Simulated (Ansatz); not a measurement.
**GeBr2: structure and electronic state**

Aim: characterise GeBr2 as a singlet: its structure, frontier levels and distribution of charge.

Method: RKS PBE0-D4/def2-TZVP; program: Ansatz 0.2.0, Gaussian basis.

The runs, in order: relaxation at PBE0-D4/def2-TZVP; a search for the lowest solution at PBE0-D4/def2-SVP; a single point at PBE0-D4/def2-TZVP.

### 1 The starting structure

3 atoms, charge 0, spin multiplicity 1.

Atoms are counted from 1 here; the program's logs count them from 0.

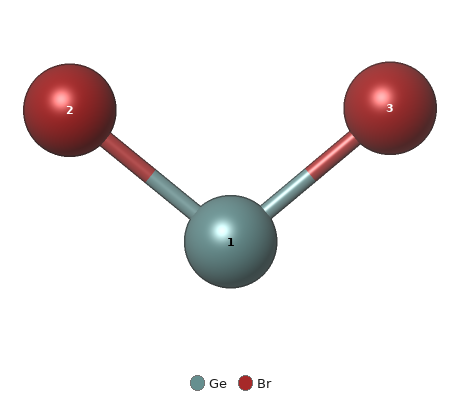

As it starts; germanium teal, bromine red; atoms are numbered from 1 in the order of the file.

The start is a GFN2-xTB geometry.

### 2 Optimising with PBE0-D4/def2-TZVP

File in.yaml:

```yaml
crystal:
  periodic: [false, false, false]
  atoms:
    - {symbol: Ge, position_ang: [0.005460, -0.007060, -1.003790]}
    - {symbol: Br, position_ang: [1.817660, -0.019230, 0.512170]}
    - {symbol: Br, position_ang: [-1.823110, 0.026290, 0.491630]}
basis:
  gaussian: {orbitals: def2-TZVP}
hamiltonian: {xc: pbe0, dispersion: d4}
scf: {lower_state_search: "off"}
output: {orbitals: {seedname: orbitals}}
relax: {f_tol: 0.02, max_steps: 100}
```

Launch:

```console
$ ansatz run in.yaml --threads 4 --pin off --events-out ev --progress --plain --max-ram 3916MiB
```

Further steps of the session: Searching for the lowest solution, PBE0-D4/def2-SVP; Single point, PBE0-D4/def2-TZVP.

Before running them: what should the planned runs give, taken together? Wanted: point group; commonest bond; HOMO, LUMO at PBE0-D4/def2-TZVP; dipole at PBE0-D4/def2-TZVP.

As calculated:

```
                       quantity                            value
                    point group                              C2v
                 commonest bond  Br–Ge, 2 of mean length 2.341 Å
HOMO, LUMO at PBE0-D4/def2-TZVP                  -7.79, -3.22 eV
    dipole at PBE0-D4/def2-TZVP                           1.81 D
```

What this shows: The molecule keeps its bonding pattern by the stored test; the atoms moved 0.01 Å (rms). No usable vibrations, so a minimum isn't proven.
